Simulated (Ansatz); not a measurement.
**C$_{3}$H$_{9}$FZr (SMILES [CH3][Zr]([CH3])([CH3])[F]): density, localisation and related maps**

Input

```
basis:
  gaussian:
    orbitals: def2-SVPD
crystal:
  periodic: [false, false, false]
  atoms:
    - {symbol: C, position_ang: [-1.816123, 0.587784, 0.813946]}
    - {symbol: C, position_ang: [1.642494, 1.257851, 0.130775]}
    - {symbol: C, position_ang: [0.277191, -1.967545, -0.531333]}
    - {symbol: F, position_ang: [-0.611023, 0.746756, -2.367913]}
    - {symbol: Zr, position_ang: [-0.158400, 0.200833, -0.596716]}
    - {symbol: H, position_ang: [-2.768930, 0.842556, 0.317320]}
    - {symbol: H, position_ang: [-1.564083, 1.418472, 1.499586]}
    - {symbol: H, position_ang: [-1.993749, -0.310640, 1.435634]}
    - {symbol: H, position_ang: [2.525413, 0.594135, 0.064091]}
    - {symbol: H, position_ang: [1.874336, 2.176243, -0.437056]}
    - {symbol: H, position_ang: [1.523306, 1.542392, 1.193254]}
    - {symbol: H, position_ang: [0.813767, -2.325046, -1.428371]}
    - {symbol: H, position_ang: [0.906673, -2.201774, 0.348100]}
    - {symbol: H, position_ang: [-0.650873, -2.562037, -0.441327]}
hamiltonian:
  xc: pbe0
output:
  forces: true
  orbitals: {seedname: orbitals}
```

Run with:

```sh
ansatz run input.yaml --threads 2 --pin off --max-ram 6090MiB --events-out events.jsonl --progress --plain --runs-dir runs
```

Geometry: PBE0-D4/def2-SVP; core potentials replace the inner electrons of Zr.

These are results of isolated molecule in a Gaussian basis; Kohn-Sham density functional theory, functional PBE0 (Ansatz), not measurements.

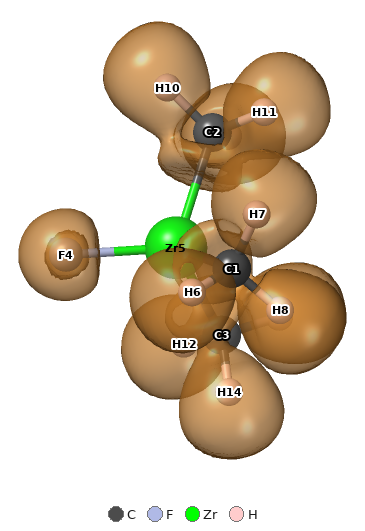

Figure 1. Isosurface of the ELF at 0.75 (orange), seen at an oblique angle. Core shells and regions of very low density are left out.

Where are the electrons localised?

At this value the surface marks out one region wrapped around F (its valence shell) and three joined regions spread over several atoms (C, H), in which their bonds and any lone pairs are merged. Profiles from the grid: Zr–F (1.91 Å): the ELF peaks at about 0.85 in the valence shell of F, 0.5 Å from its nucleus, and drops to about 0.20 between the two atoms. C–Zr (2.21 Å): the ELF peaks at about 0.95 in the valence shell of C, 0.7 Å from its nucleus, and is about 0.50 at the midpoint.

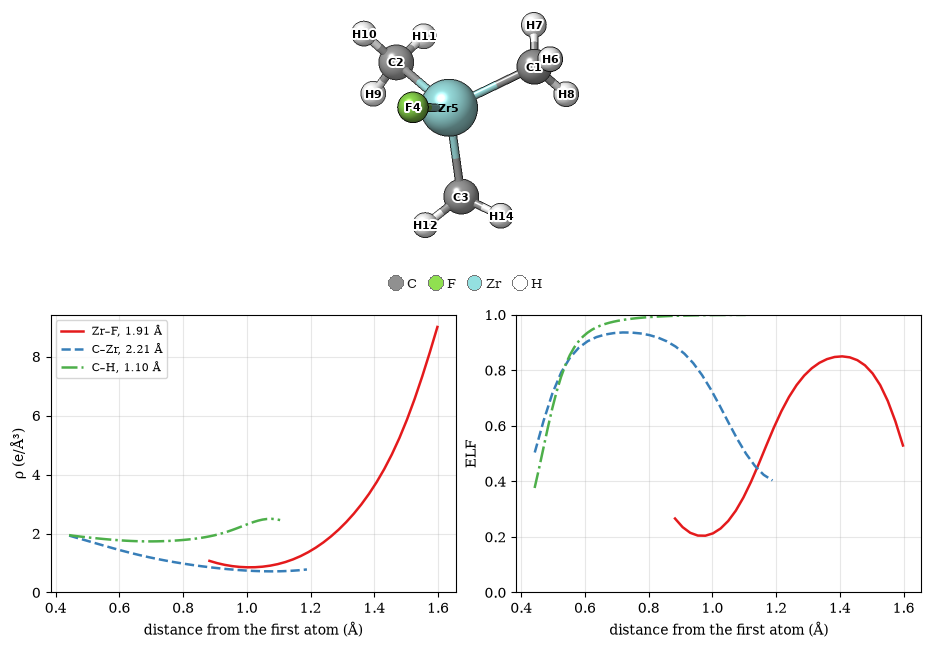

Figure 2. Electron density and electron localisation function along straight lines between neighbouring atoms. The curves leave out the atomic cores. The structure is drawn too.

Compare the contacts.

Zr–F (1.91 Å): ρ is about 0.89 e/Å³ halfway; the ELF peaks at about 0.85 in the valence shell of F, 0.5 Å from its nucleus, and drops to about 0.20 between the two atoms.
C–Zr (2.21 Å): ρ at the midpoint is about 0.72 e/Å³; the ELF peaks at about 0.95 in the valence shell of C, 0.7 Å from its nucleus, and is about 0.50 at the midpoint.
C–H (1.10 Å): ρ at the midpoint is about 1.8 e/Å³; the ELF climbs to about 1 towards the hydrogen, as it does in any bond to H: an ordinary covalent bond to hydrogen.

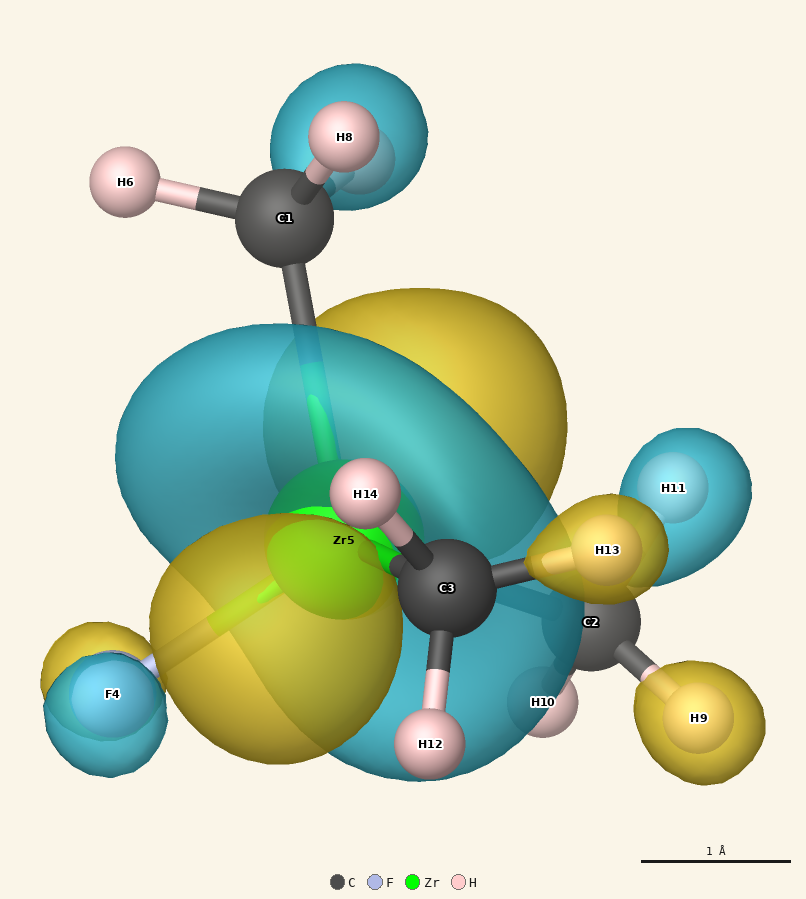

Figure 3. One frontier orbital at ±0.1 Å⁻³ᐟ² (yellow and cyan are the two phases), seen at an oblique angle.

Which orbital is it: HOMO or LUMO?

The LUMO, at −1.00 eV. It lies mainly on Zr5 (about 70 %).
